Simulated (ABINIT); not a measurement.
Band structure of Si (Fd-3m, 2 atoms in the cell).

```
Si
1.0
    0.00000     2.72566     2.72566
    2.72566     0.00000     2.72566
    2.72566     2.72566     0.00000
Si
2
Direct
  0.25000   0.25000   0.25000
  0.00000   0.00000   0.00000
```

Method: PBE, norm-conserving pseudopotentials (PseudoDojo nc-sr-05 PBE standard) (plane waves; ABINIT).

Settings: pseudos = [Si.upf]; ecut = 18 Ha; occopt = 3; tsmear = 0.02 eV; ngkpt = 8 8 8; nshiftk = 1; shiftk = 0 0 0; potentials = PseudoDojo nc-sr-05 PBE standard; kptopt = 1; nstep = 50; tolvrs1 = 1e-10; ndtset = 2; getden2 = 1.

The starting cell comes from a database of computed structures (which also holds hypothetical and non-ambient phases and stackings), without a prior relaxation at this level. Its lattice was rescaled by a random factor within 2.5 % of one.

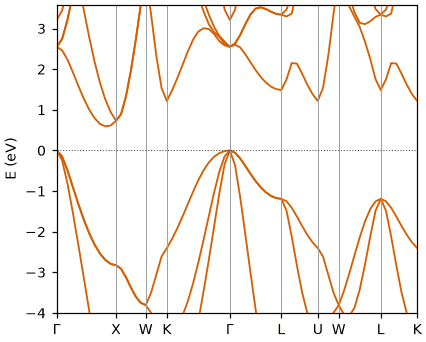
Fig. 1. Bands along the path, energies from the top of the valence band on the SCF mesh.

### Question
Read off roughly the gap and where its edges lie.

### Answer
The gap along the path is about 0.6 eV (computed: 0.59 eV), from Γ to a point between Γ and X; the smallest direct gap on it is 2.55 eV.

Levels in eV from the top of the valence band on the SCF mesh, bands 1 to 8:
```tsv
point	1	2	3	4	5	6	7	8
Γ	-11.89	0.00	0.00	0.00	2.55	2.55	2.55	3.21
X	-7.79	-7.79	-2.83	-2.83	0.73	0.73	9.99	9.99
W	-7.63	-7.63	-3.81	-3.81	4.27	4.27	4.95	4.95
K	-8.20	-7.20	-4.25	-2.40	1.22	4.12	7.41	7.96
L	-9.58	-6.92	-1.19	-1.19	1.49	3.34	3.34	7.72
U	-8.20	-7.20	-4.25	-2.40	1.22	4.12	7.41	7.96
```
